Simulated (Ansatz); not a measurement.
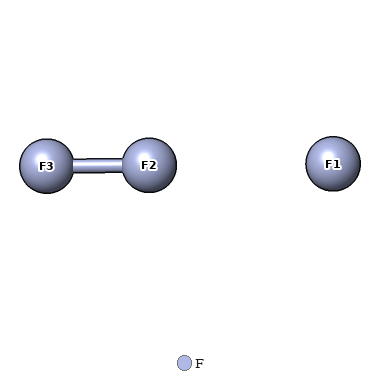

The system is F⁻ + F₂; the picture shows the reference structure. Coordinates scanned: (1) distance F1–F2; (2) distance F2–F3. Nothing is relaxed (the angle F1–F2–F3 is fixed at 180 degrees). The scan uses a 17 × 17 grid; 153 points were computed and 136 follow by symmetry. Energies are in kcal/mol, from the lowest grid point. The reference is spin-restricted, so regions where a bond is pulled apart into radicals lie too high. Level of theory: Ansatz, RHF/def2-TZVPD.

Its coordinates:

| atom | x (Å) | y (Å) | z (Å) |
| --- | --- | --- | --- |
| F | -2.4350 | 0.0000 | 0.0000 |
| F | 0.0000 | 0.0000 | 0.0000 |
| F | 1.3560 | 0.0000 | 0.0000 |

Range: distance F1–F2 from 0.960 to 3.360 Å; distance F2–F3 from 0.960 to 3.360 Å.

Q: What will the energy surface look like?

A: The lowest grid point is at distance F1–F2 = 1.356 Å, distance F2–F3 = 2.435 Å. The same energy is found at distance F1–F2 = 2.435 Å, distance F2–F3 = 1.356 Å. The highest grid point, distance F1–F2 = 0.960 Å, distance F2–F3 = 0.960 Å, lies 920 kcal/mol above the lowest. On the interpolated surface the lowest path from the side where the first distance is long, about distance F1–F2 = 3.16 Å, distance F2–F3 = 1.33 Å, to the well on the other side, about distance F1–F2 = 1.34 Å, distance F2–F3 = 2.51 Å, has its top at distance F1–F2 = 1.631 Å, distance F2–F3 = 1.631 Å, about 15 kcal/mol above the start and 16 kcal/mol above the end.

```
distance F2–F3 ↓, distance F1–F2 →  0.960  1.121  1.356  1.631  1.935  2.263  2.611  2.978  3.360
                             3.167    209     46      1     33     80    116    139    153    162
                             2.792    209     46      0     30     75    109    130    143    151
                             2.435    211     47      0     27     66     96    114    125    132
                             2.096    219     53      2     22     52     74     89     97    102
                             1.779    246     76     14     16     31     43     51     55     58
                             1.489    330    147     54     19      9      8     10     12     13
                             1.232    537    315    144     54     20     11      9      9      9
                             1.025    813    568    314    185    139    125    121    120    120
```

The table holds every second grid line.

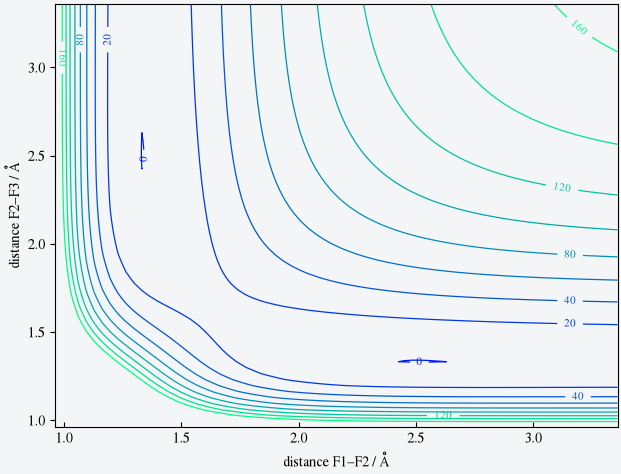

In the figure: contour lines labelled in kcal/mol (none above 160). Between grid points the surface is interpolated.

The whole map (153 points run) took 4.1 min on 1 thread of Intel(R) Xeon(R) Platinum 8259CL CPU @ 2.50GHz (Skylake/Cascade Lake), on a shared host.
